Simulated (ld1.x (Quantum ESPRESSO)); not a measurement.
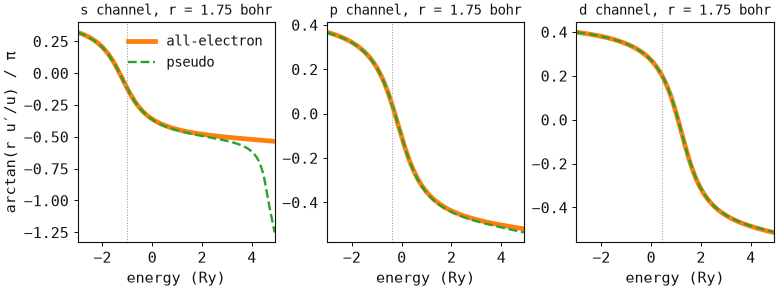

Unwrapped phase arctan(r u′/u) in units of π against energy, all-electron (solid) and pseudo (dashed); the pseudo phase is matched to the all-electron one at the reference energy. Here u = r R(r). The dotted line marks the reference energy of the channel.

| Quantity | Value |
| --- | --- |
| Element | P |
| Generator | ld1.x (Quantum ESPRESSO) 7.5 |
| Type | norm-conserving Troullier–Martins (Kleinman–Bylander form) |
| Functional | PBEsol |
| Relativity | scalar-relativistic |
| Frozen core | [Ne] |
| Valence charge | 5 |
| Reference configuration | 3s2 3p3 |
| Partial waves | 3s (bound): rc 1.15 bohr; 3p (bound): rc 1.60 bohr; 3d channel at 0.45 Ry: rc 1.55 bohr |
| Local potential | all-electron potential smoothed inside 1.35 bohr (lloc = -2) |
| Core correction | a·sin(br)/r model core, default radius (core density twice the valence density) |

### Counted from its reference energy, which channel leaves the all-electron phase first?

The s channel: its phase error passes 0.05 rad 3.3 Ry above its reference energy, against 5.3 Ry for p.

### Does the potential have spurious states?

Going away from the reference energies, the phases part by more than π/2 in: s at about 4.7 Ry (above its reference energy, pseudo phase lower). Such a step is either a state that only one of the two atoms has or an ordinary level shifted in energy. The separate test gives: no ghost state below the valence levels in the s, p, d, f channels.

### List the energies at which the logarithmic derivative diverges. (There the phase passes a half-integer multiple of π.)

s: all-electron at 2.9 Ry, pseudo at 2.2 Ry; p: all-electron at 3.9 Ry, pseudo at 3.5 Ry; d: all-electron at 4.4 Ry, pseudo at 4.5 Ry.
